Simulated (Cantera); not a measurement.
Feed: 1 mol SiCl4, 0.54 mol Cl2, 2.1 mol H2, equilibrated at 320000 Pa.

These are equilibrium values from Cantera (NASA tables, ideal gas, pure condensed phases), not measurements of a reactor. Candidate condensed phases: Si; 19 gas species. The tables' values for SiCl3 are old estimates; treat these amounts as uncertain. Kinetics and transport are ignored.

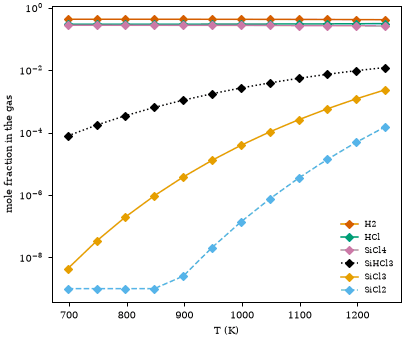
Fig. 1. Equilibrium gas composition (values under 1e-9 drawn at 1e-9)

Question: Read off the mole fractions at 1148 K.

Answer: H2 about 0.42, HCl about 0.30, SiCl4 about 0.27, SiHCl3 about 0.0074, SiCl3 about 0.00058, SiCl2 about 1.4e-5.
